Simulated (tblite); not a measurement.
# Geometry relaxation of CH9NOSi4 (part 2 of 2)

CH9NOSi4, SMILES N#C[Si]([SiH3])([SiH3])O[SiH3]; GFN2-xTB geometry optimisation, gas phase (tblite 0.8.0). 

Geometry of the input (Å):
```
Si -0.1564  0.1214  0.3589
Si -1.8920  1.6858  0.3012
Si -1.0976  -1.7758  -0.4996
O  1.1285  0.6719  -0.5476
Si 2.6980  0.1997  -0.8666
C  0.2066  -0.1881  2.1587
N  0.4580  -0.4019  3.2705
H  -1.4322  2.9789  0.8731
H  -2.3145  1.9244  -1.1137
H  -3.0648  1.1983  1.0609
H  -2.3033  -2.1772  0.2796
H  -0.1206  -2.8781  -0.5022
H  -1.4997  -1.5535  -1.9135
H  3.2676  1.1046  -1.8766
H  3.4662  0.2749  0.3877
H  2.6622  -1.1798  -1.3920
```

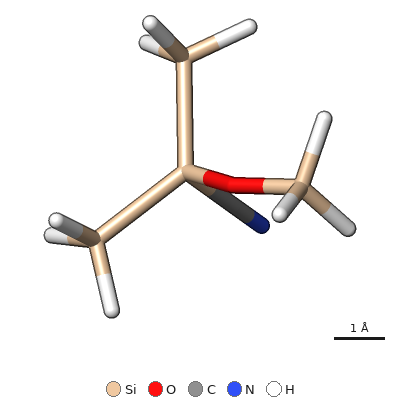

Figure 1. The geometry at step 84 of the log (stick view, seen at a tilt).

### Trajectory as extended XYZ, continued
```
16
Properties=species:S:1:pos:R:3:forces:R:3 step=52 energy=-562.61214
Si   -0.4150   -0.0028    0.3336   -0.0170   0.0200   0.0230
Si   -1.7036    1.9319    0.2962    0.0020  -0.0140   0.0020
Si   -1.0226   -2.0756   -0.5193   -0.0340  -0.0350  -0.0210
O     0.9674    0.4253   -0.4358    0.0040   0.0170   0.0020
Si    2.5315    0.2688   -0.8278    0.0200  -0.0010  -0.0080
C     0.1285   -0.2730    2.1187   -0.0050   0.0120  -0.0360
N     0.4707   -0.4170    3.2043   -0.0110  -0.0160   0.0070
H    -1.0771    3.1282    0.8681   -0.0020  -0.0070   0.0010
H    -2.0896    2.2740   -1.0792   -0.0030   0.0030   0.0090
H    -2.9452    1.6877    1.0398    0.0090   0.0060  -0.0090
H    -2.2064   -2.5871    0.1798    0.0100   0.0080  -0.0010
H     0.0107   -3.1159   -0.4521   -0.0040   0.0090   0.0120
H    -1.3862   -1.9443   -1.9381   -0.0010  -0.0130   0.0210
H     2.7538    1.3658   -1.7632   -0.0030   0.0050  -0.0030
H     3.3023    0.3858    0.4043    0.0220  -0.0040  -0.0020
H     2.6868   -1.0463   -1.4503    0.0130   0.0090   0.0030
16
Properties=species:S:1:pos:R:3:forces:R:3 step=56 energy=-562.61273
Si   -0.4197   -0.0031    0.3334    0.0260  -0.0250  -0.0430
Si   -1.7010    1.9338    0.2958    0.0030   0.0110  -0.0040
Si   -1.0270   -2.0820   -0.5198    0.0210   0.0280   0.0250
O     0.9678    0.4241   -0.4320    0.0060   0.0000   0.0050
Si    2.5326    0.2726   -0.8293   -0.0120   0.0100   0.0150
C     0.1225   -0.2766    2.1170    0.0110   0.0050   0.0180
N     0.4658   -0.4231    3.2022   -0.0230  -0.0120  -0.0260
H    -1.0709    3.1269    0.8699    0.0050  -0.0020   0.0020
H    -2.0889    2.2818   -1.0770    0.0020   0.0010  -0.0030
H    -2.9436    1.6985    1.0378   -0.0140  -0.0070   0.0090
H    -2.2073   -2.5945    0.1797   -0.0240  -0.0040   0.0210
H     0.0111   -3.1159   -0.4451    0.0050  -0.0010   0.0110
H    -1.3889   -1.9596   -1.9369   -0.0110  -0.0030  -0.0240
H     2.7557    1.3715   -1.7630   -0.0160   0.0010   0.0000
H     3.3078    0.3919    0.4005    0.0120  -0.0090  -0.0080
H     2.6899   -1.0407   -1.4543    0.0100   0.0060   0.0020
16
Properties=species:S:1:pos:R:3:forces:R:3 step=60 energy=-562.61408
Si   -0.4158   -0.0059    0.3196   -0.0040   0.0180   0.0040
Si   -1.6906    1.9374    0.2945   -0.0170   0.0080   0.0000
Si   -1.0315   -2.0910   -0.5134    0.0060   0.0120   0.0050
O     0.9728    0.4327   -0.4356    0.0050  -0.0180  -0.0090
Si    2.5368    0.2863   -0.8349    0.0170  -0.0030  -0.0010
C     0.1118   -0.2821    2.1080   -0.0100  -0.0310   0.0100
N     0.4249   -0.4548    3.1984   -0.0080   0.0090  -0.0290
H    -1.0625    3.1274    0.8777    0.0180  -0.0080  -0.0080
H    -2.0826    2.2937   -1.0752    0.0080   0.0030  -0.0030
H    -2.9336    1.7074    1.0380   -0.0120  -0.0190   0.0070
H    -2.2109   -2.5951    0.1987    0.0100   0.0200  -0.0040
H     0.0070   -3.1241   -0.4230   -0.0020   0.0040   0.0040
H    -1.3961   -1.9895   -1.9338   -0.0010  -0.0030   0.0180
H     2.7584    1.3848   -1.7683   -0.0200   0.0150  -0.0020
H     3.3157    0.4023    0.3921    0.0120  -0.0020   0.0070
H     2.7021   -1.0237   -1.4640    0.0000  -0.0050   0.0010
16
Properties=species:S:1:pos:R:3:forces:R:3 step=64 energy=-562.61512
Si   -0.4116   -0.0010    0.3087   -0.0180   0.0100   0.0020
Si   -1.6891    1.9413    0.2942    0.0010  -0.0230   0.0110
Si   -1.0308   -2.0907   -0.5049   -0.0070  -0.0140  -0.0140
O     0.9786    0.4338   -0.4441    0.0090  -0.0120   0.0090
Si    2.5449    0.2963   -0.8401   -0.0010   0.0000  -0.0140
C     0.0990   -0.2962    2.0978   -0.0260   0.0070  -0.0620
N     0.3892   -0.4782    3.1924    0.0250  -0.0110   0.0650
H    -1.0514    3.1244    0.8801    0.0050   0.0020   0.0000
H    -2.0740    2.3021   -1.0756   -0.0120   0.0100  -0.0060
H    -2.9296    1.7024    1.0415    0.0100  -0.0010  -0.0160
H    -2.2102   -2.5839    0.2152    0.0100   0.0210  -0.0020
H     0.0021   -3.1289   -0.4053    0.0000   0.0090   0.0040
H    -1.4013   -2.0098   -1.9249    0.0010   0.0020   0.0130
H     2.7541    1.3992   -1.7736   -0.0080  -0.0070   0.0220
H     3.3240    0.4080    0.3882    0.0000   0.0080  -0.0100
H     2.7121   -1.0131   -1.4705    0.0080   0.0010  -0.0030
16
Properties=species:S:1:pos:R:3:forces:R:3 step=68 energy=-562.61550
Si   -0.4170   -0.0016    0.3058    0.0040  -0.0160   0.0070
Si   -1.6884    1.9434    0.2940    0.0040   0.0070  -0.0150
Si   -1.0323   -2.0942   -0.5056    0.0000   0.0030   0.0010
O     0.9810    0.4262   -0.4366   -0.0060  -0.0050   0.0030
Si    2.5458    0.2976   -0.8395    0.0000  -0.0090   0.0040
C     0.0923   -0.3004    2.0950    0.0060  -0.0050   0.0560
N     0.3907   -0.4805    3.1886   -0.0120   0.0040  -0.0500
H    -1.0442    3.1235    0.8800    0.0010  -0.0060   0.0020
H    -2.0755    2.3116   -1.0741   -0.0020   0.0000   0.0030
H    -2.9305    1.7096    1.0385    0.0010  -0.0060  -0.0010
H    -2.2109   -2.5867    0.2140   -0.0050   0.0130   0.0130
H     0.0038   -3.1276   -0.3994    0.0060   0.0010   0.0030
H    -1.4044   -2.0223   -1.9242    0.0010   0.0070  -0.0130
H     2.7460    1.4045   -1.7683   -0.0040   0.0100  -0.0020
H     3.3327    0.4119    0.3834   -0.0030   0.0060  -0.0010
H     2.7168   -1.0095   -1.4726    0.0070  -0.0050  -0.0090
16
Properties=species:S:1:pos:R:3:forces:R:3 step=72 energy=-562.61585
Si   -0.4175   -0.0036    0.3023    0.0000   0.0000   0.0100
Si   -1.6842    1.9442    0.2911   -0.0030  -0.0060  -0.0030
Si   -1.0322   -2.0962   -0.5037   -0.0070   0.0010   0.0000
O     0.9822    0.4213   -0.4372    0.0000  -0.0060  -0.0020
Si    2.5464    0.2999   -0.8433    0.0070   0.0040   0.0000
C     0.0827   -0.3061    2.0934    0.0010   0.0050  -0.0020
N     0.3765   -0.4928    3.1866    0.0020  -0.0030   0.0100
H    -1.0362    3.1195    0.8815    0.0010   0.0020   0.0030
H    -2.0734    2.3180   -1.0745   -0.0010   0.0020  -0.0040
H    -2.9257    1.7073    1.0363    0.0020   0.0000  -0.0030
H    -2.2108   -2.5752    0.2257   -0.0020   0.0000  -0.0020
H     0.0047   -3.1283   -0.3893   -0.0050   0.0000  -0.0030
H    -1.4053   -2.0292   -1.9229    0.0030  -0.0020   0.0020
H     2.7403    1.4131   -1.7666   -0.0040  -0.0010  -0.0060
H     3.3328    0.4188    0.3789    0.0040   0.0000   0.0070
H     2.7255   -1.0051   -1.4794    0.0020   0.0050  -0.0060
16
Properties=species:S:1:pos:R:3:forces:R:3 step=76 energy=-562.61593
Si   -0.4162   -0.0037    0.3039    0.0030   0.0040  -0.0130
Si   -1.6848    1.9431    0.2895    0.0090   0.0080   0.0010
Si   -1.0340   -2.0951   -0.5039    0.0050   0.0030   0.0060
O     0.9843    0.4188   -0.4361    0.0040  -0.0070   0.0050
Si    2.5491    0.3000   -0.8427   -0.0070   0.0010   0.0020
C     0.0825   -0.3049    2.0951    0.0100  -0.0030   0.0180
N     0.3776   -0.4939    3.1877   -0.0030   0.0020  -0.0040
H    -1.0391    3.1196    0.8820   -0.0030  -0.0080  -0.0050
H    -2.0759    2.3186   -1.0753    0.0040  -0.0020  -0.0010
H    -2.9252    1.7048    1.0349   -0.0070  -0.0030   0.0020
H    -2.2123   -2.5723    0.2265   -0.0070  -0.0030  -0.0010
H     0.0022   -3.1280   -0.3901   -0.0050  -0.0010  -0.0010
H    -1.4056   -2.0293   -1.9232   -0.0010   0.0020  -0.0010
H     2.7393    1.4127   -1.7674   -0.0010   0.0010   0.0000
H     3.3367    0.4191    0.3796   -0.0040  -0.0010  -0.0060
H     2.7273   -1.0040   -1.4816    0.0050   0.0070   0.0000
16
Properties=species:S:1:pos:R:3:forces:R:3 step=80 energy=-562.61601
Si   -0.4176   -0.0050    0.3045    0.0010  -0.0040   0.0100
Si   -1.6827    1.9440    0.2881   -0.0030  -0.0060   0.0020
Si   -1.0351   -2.0965   -0.5022   -0.0020   0.0000   0.0010
O     0.9835    0.4123   -0.4360   -0.0020   0.0030   0.0030
Si    2.5481    0.3027   -0.8435    0.0010   0.0000  -0.0040
C     0.0814   -0.3062    2.0970   -0.0010   0.0000  -0.0070
N     0.3743   -0.4973    3.1898   -0.0010   0.0030  -0.0010
H    -1.0318    3.1159    0.8821   -0.0010   0.0060   0.0000
H    -2.0721    2.3221   -1.0765    0.0050  -0.0030   0.0010
H    -2.9248    1.7086    1.0328    0.0020   0.0000  -0.0040
H    -2.2143   -2.5738    0.2272   -0.0030  -0.0020  -0.0050
H     0.0017   -3.1283   -0.3874   -0.0030  -0.0050   0.0020
H    -1.4039   -2.0331   -1.9226   -0.0020   0.0040   0.0030
H     2.7332    1.4165   -1.7678    0.0000   0.0050   0.0020
H     3.3345    0.4221    0.3791    0.0020   0.0020  -0.0020
H     2.7317   -0.9984   -1.4857    0.0070  -0.0040  -0.0030
16
Properties=species:S:1:pos:R:3:forces:R:3 step=84 energy=-562.61613
Si   -0.4162   -0.0065    0.3071   -0.0010  -0.0040  -0.0160
Si   -1.6801    1.9427    0.2869   -0.0040   0.0080   0.0050
Si   -1.0377   -2.0968   -0.4990   -0.0030  -0.0110  -0.0040
O     0.9863    0.4064   -0.4325    0.0030   0.0050  -0.0110
Si    2.5497    0.3057   -0.8461    0.0050  -0.0010  -0.0030
C     0.0817   -0.3076    2.0981   -0.0120  -0.0030  -0.0040
N     0.3681   -0.5010    3.1920    0.0120   0.0000   0.0270
H    -1.0317    3.1158    0.8821    0.0000   0.0000   0.0000
H    -2.0675    2.3230   -1.0776    0.0060  -0.0070  -0.0020
H    -2.9235    1.7072    1.0290   -0.0010  -0.0010  -0.0010
H    -2.2193   -2.5721    0.2273   -0.0050   0.0000   0.0000
H    -0.0052   -3.1331   -0.3842   -0.0020  -0.0010   0.0050
H    -1.4050   -2.0345   -1.9197   -0.0020   0.0080  -0.0010
H     2.7286    1.4225   -1.7685   -0.0030   0.0030   0.0050
H     3.3362    0.4261    0.3761    0.0080   0.0040   0.0000
H     2.7415   -0.9924   -1.4922   -0.0010   0.0000   0.0000
16
Properties=species:S:1:pos:R:3:forces:R:3 step=88 energy=-562.61636
Si   -0.4133   -0.0100    0.3111    0.0020   0.0050   0.0080
Si   -1.6785    1.9409    0.2857    0.0080  -0.0140   0.0010
Si   -1.0427   -2.0978   -0.4963   -0.0080  -0.0030  -0.0060
O     0.9914    0.3970   -0.4280   -0.0020  -0.0070  -0.0080
Si    2.5538    0.3074   -0.8487    0.0040   0.0050   0.0040
C     0.0823   -0.3088    2.1050   -0.0020  -0.0030   0.0070
N     0.3706   -0.4987    3.1993   -0.0030   0.0060  -0.0170
H    -1.0363    3.1170    0.8810    0.0020  -0.0010   0.0050
H    -2.0604    2.3197   -1.0808    0.0050  -0.0080  -0.0030
H    -2.9245    1.7009    1.0222   -0.0010   0.0020  -0.0010
H    -2.2302   -2.5686    0.2239    0.0010   0.0030   0.0010
H    -0.0170   -3.1408   -0.3825   -0.0010  -0.0020   0.0050
H    -1.4067   -2.0268   -1.9177    0.0000   0.0030   0.0000
H     2.7181    1.4307   -1.7667    0.0030  -0.0060   0.0070
H     3.3429    0.4307    0.3724    0.0030   0.0010  -0.0130
H     2.7565   -0.9871   -1.5009   -0.0110   0.0170   0.0090
16
Properties=species:S:1:pos:R:3:forces:R:3 step=92 energy=-562.61657
Si   -0.4100   -0.0145    0.3143   -0.0050  -0.0130  -0.0080
Si   -1.6724    1.9368    0.2850    0.0060   0.0000  -0.0030
Si   -1.0495   -2.1010   -0.4913    0.0030   0.0060   0.0010
O     0.9944    0.3850   -0.4293   -0.0060  -0.0070   0.0050
Si    2.5570    0.3151   -0.8529   -0.0120   0.0080   0.0030
C     0.0793   -0.3132    2.1091   -0.0010   0.0030  -0.0150
N     0.3595   -0.5043    3.2051    0.0060   0.0010   0.0130
H    -1.0288    3.1110    0.8833   -0.0030  -0.0020   0.0030
H    -2.0470    2.3150   -1.0835    0.0070  -0.0040  -0.0050
H    -2.9243    1.7022    1.0128    0.0020  -0.0010   0.0050
H    -2.2422   -2.5663    0.2236    0.0020   0.0040   0.0050
H    -0.0277   -3.1475   -0.3709   -0.0100   0.0020  -0.0020
H    -1.4101   -2.0255   -1.9131    0.0040  -0.0040  -0.0050
H     2.7093    1.4429   -1.7660    0.0030   0.0120  -0.0040
H     3.3476    0.4420    0.3657    0.0110   0.0010   0.0050
H     2.7709   -0.9722   -1.5130   -0.0080  -0.0060   0.0030
16
Properties=species:S:1:pos:R:3:forces:R:3 step=96 energy=-562.61677
Si   -0.4101   -0.0214    0.3178    0.0010   0.0080   0.0060
Si   -1.6671    1.9328    0.2835   -0.0100   0.0120  -0.0010
Si   -1.0557   -2.1024   -0.4894   -0.0060  -0.0100  -0.0050
O     0.9960    0.3704   -0.4257    0.0080   0.0050   0.0050
Si    2.5577    0.3215   -0.8543    0.0070  -0.0020  -0.0010
C     0.0776   -0.3158    2.1138    0.0120  -0.0010   0.0140
N     0.3605   -0.5017    3.2102   -0.0050   0.0050  -0.0190
H    -1.0286    3.1088    0.8843    0.0010  -0.0090   0.0000
H    -2.0343    2.3104   -1.0876    0.0070  -0.0060   0.0010
H    -2.9232    1.7010    1.0060    0.0070  -0.0020  -0.0010
H    -2.2517   -2.5633    0.2223   -0.0050   0.0040   0.0040
H    -0.0411   -3.1547   -0.3665    0.0010  -0.0060  -0.0030
H    -1.4103   -2.0224   -1.9123    0.0000  -0.0060  -0.0070
H     2.6995    1.4548   -1.7634   -0.0050   0.0030   0.0040
H     3.3564    0.4496    0.3597   -0.0060   0.0040   0.0000
H     2.7805   -0.9620   -1.5194   -0.0090   0.0010   0.0020
16
Properties=species:S:1:pos:R:3:forces:R:3 step=100 energy=-562.61691
Si   -0.4110   -0.0261    0.3189    0.0080   0.0010  -0.0010
Si   -1.6618    1.9333    0.2823    0.0080  -0.0110   0.0020
Si   -1.0608   -2.1083   -0.4877    0.0050   0.0080   0.0040
O     0.9974    0.3605   -0.4230    0.0000   0.0070   0.0040
Si    2.5581    0.3289   -0.8567   -0.0080  -0.0010   0.0020
C     0.0765   -0.3192    2.1151   -0.0060   0.0030  -0.0150
N     0.3542   -0.5037    3.2128    0.0070   0.0000   0.0120
H    -1.0214    3.1060    0.8866    0.0030  -0.0030  -0.0010
H    -2.0192    2.3091   -1.0914    0.0000   0.0010  -0.0020
H    -2.9197    1.7045    1.0015   -0.0040   0.0000  -0.0020
H    -2.2593   -2.5630    0.2241   -0.0040   0.0040  -0.0030
H    -0.0498   -3.1640   -0.3604   -0.0030  -0.0010  -0.0030
H    -1.4099   -2.0280   -1.9122   -0.0030  -0.0090  -0.0010
H     2.6871    1.4680   -1.7608   -0.0020  -0.0020   0.0040
H     3.3588    0.4585    0.3554    0.0000   0.0060   0.0050
H     2.7867   -0.9510   -1.5257   -0.0020  -0.0030  -0.0070
16
Properties=species:S:1:pos:R:3:forces:R:3 step=104 energy=-562.61702
Si   -0.4103   -0.0313    0.3223   -0.0060  -0.0130  -0.0090
Si   -1.6560    1.9299    0.2805   -0.0070   0.0070  -0.0040
Si   -1.0662   -2.1110   -0.4860    0.0000   0.0000   0.0000
O     1.0008    0.3482   -0.4165   -0.0030   0.0110   0.0000
Si    2.5589    0.3341   -0.8574    0.0080   0.0000   0.0020
C     0.0751   -0.3214    2.1188    0.0040  -0.0020   0.0140
N     0.3551   -0.5024    3.2166    0.0010   0.0010  -0.0030
H    -1.0152    3.1010    0.8882    0.0020  -0.0050  -0.0030
H    -2.0069    2.3073   -1.0952    0.0050  -0.0010   0.0080
H    -2.9188    1.7064    0.9932    0.0020  -0.0020  -0.0020
H    -2.2698   -2.5597    0.2219    0.0030   0.0050  -0.0040
H    -0.0604   -3.1717   -0.3561   -0.0060   0.0020  -0.0010
H    -1.4113   -2.0329   -1.9120    0.0000  -0.0040   0.0060
H     2.6728    1.4794   -1.7557    0.0000   0.0000  -0.0030
H     3.3641    0.4700    0.3515   -0.0040  -0.0020  -0.0020
H     2.7941   -0.9403   -1.5353    0.0000   0.0030   0.0010
16
Properties=species:S:1:pos:R:3:forces:R:3 step=108 energy=-562.61709
Si   -0.4095   -0.0340    0.3218    0.0000   0.0030   0.0030
Si   -1.6534    1.9287    0.2802    0.0020  -0.0060   0.0020
Si   -1.0678   -2.1126   -0.4846    0.0000  -0.0040  -0.0030
O     1.0008    0.3489   -0.4169    0.0000   0.0020   0.0010
Si    2.5590    0.3378   -0.8586   -0.0040   0.0040  -0.0020
C     0.0743   -0.3233    2.1194   -0.0020  -0.0010  -0.0080
N     0.3506   -0.5043    3.2181    0.0060   0.0000   0.0100
H    -1.0105    3.0975    0.8891    0.0040   0.0010   0.0000
H    -1.9990    2.3058   -1.0959   -0.0020   0.0050  -0.0050
H    -2.9173    1.7074    0.9909   -0.0040  -0.0020  -0.0010
H    -2.2729   -2.5576    0.2227   -0.0010   0.0050   0.0000
H    -0.0652   -3.1755   -0.3529    0.0010  -0.0030   0.0020
H    -1.4118   -2.0373   -1.9106   -0.0020  -0.0010  -0.0010
H     2.6692    1.4846   -1.7556    0.0030  -0.0010  -0.0020
H     3.3634    0.4744    0.3505    0.0000  -0.0030   0.0010
H     2.7960   -0.9351   -1.5387    0.0010   0.0030   0.0030
16
Properties=species:S:1:pos:R:3:forces:R:3 step=112 energy=-562.61713
Si   -0.4092   -0.0368    0.3238    0.0000   0.0010  -0.0070
Si   -1.6520    1.9261    0.2797    0.0000   0.0080  -0.0020
Si   -1.0696   -2.1140   -0.4852    0.0050   0.0030   0.0030
O     1.0005    0.3492   -0.4145    0.0000  -0.0030   0.0000
Si    2.5581    0.3408   -0.8586   -0.0010   0.0010   0.0030
C     0.0748   -0.3244    2.1214    0.0050  -0.0040   0.0080
N     0.3537   -0.5019    3.2201    0.0000   0.0010  -0.0050
H    -1.0072    3.0942    0.8890   -0.0020  -0.0050   0.0000
H    -1.9938    2.3052   -1.0976   -0.0010   0.0000   0.0040
H    -2.9179    1.7065    0.9878   -0.0010   0.0000  -0.0030
H    -2.2766   -2.5539    0.2215   -0.0030   0.0000   0.0010
H    -0.0695   -3.1790   -0.3521    0.0000  -0.0050   0.0030
H    -1.4125   -2.0393   -1.9112   -0.0020   0.0010  -0.0050
H     2.6657    1.4879   -1.7553    0.0020   0.0010  -0.0010
H     3.3637    0.4761    0.3499   -0.0010  -0.0010   0.0000
H     2.7977   -0.9309   -1.5399   -0.0010   0.0010   0.0010
16
Properties=species:S:1:pos:R:3:forces:R:3 step=114 energy=-562.61715
Si   -0.4090   -0.0368    0.3240    0.0010  -0.0040  -0.0020
Si   -1.6522    1.9256    0.2795   -0.0030   0.0060  -0.0020
Si   -1.0697   -2.1137   -0.4855    0.0020   0.0000   0.0020
O     1.0011    0.3489   -0.4136    0.0000  -0.0010   0.0000
Si    2.5584    0.3409   -0.8581    0.0030  -0.0010   0.0020
C     0.0753   -0.3244    2.1218    0.0040  -0.0010   0.0030
N     0.3557   -0.5009    3.2203    0.0000   0.0000  -0.0040
H    -1.0083    3.0938    0.8889    0.0000  -0.0010   0.0020
H    -1.9942    2.3049   -1.0975   -0.0010   0.0000   0.0010
H    -2.9183    1.7052    0.9869   -0.0010   0.0000  -0.0020
H    -2.2775   -2.5524    0.2211    0.0000   0.0010   0.0000
H    -0.0705   -3.1797   -0.3524   -0.0020  -0.0020   0.0020
H    -1.4130   -2.0386   -1.9117    0.0000   0.0010   0.0000
H     2.6654    1.4878   -1.7551    0.0020   0.0010  -0.0010
H     3.3650    0.4758    0.3499   -0.0030   0.0000  -0.0020
H     2.7978   -0.9308   -1.5396   -0.0020   0.0010   0.0010
```
